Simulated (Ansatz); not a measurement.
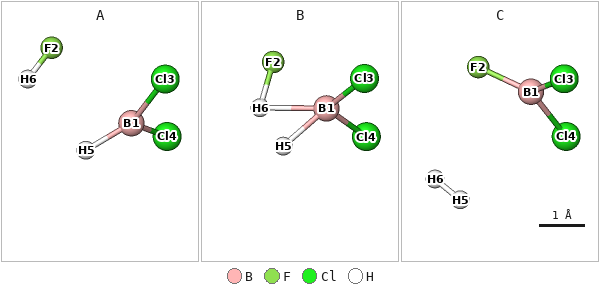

3 geometries from a converged minimum-energy path of BH2Cl2F, made up at the start of BCl2F and H2, shuffled. Style: ball-and-stick. Shown from a free direction.

These are results of Ansatz, RKS revPBE-D4/def2-SVP, not measurements. Settings: 5 movable images; climbing image; force threshold 0.05 eV/Å; iteration limit 60; starting path through a guess of the saddle point.

**Which frame is the transition state?**

B. In order along the path, whose images run from 0 to 6: C (image 0, 0.0 kJ/mol), B (image 4, +179.4 kJ/mol), A (image 6, +127.7 kJ/mol). Breaking: B1–F2 (1.33 → 1.66 at the top → 2.58 Å), H5–H6 (0.77 → 1.08 at the top → 2.19 Å). Forming: B1–H5 (3.10 → 1.34 at the top → 1.21 Å), F2–H6 (2.93 → 1.16 at the top → 0.94 Å).

Limits of the set-up: the start holds two separate molecules, 2.9 Å apart at their closest, whose relative position is a soft coordinate.

The run took 4.5 min on 1 thread of Arm Neoverse V2, with other jobs on the host, peak memory 0.12 GiB.
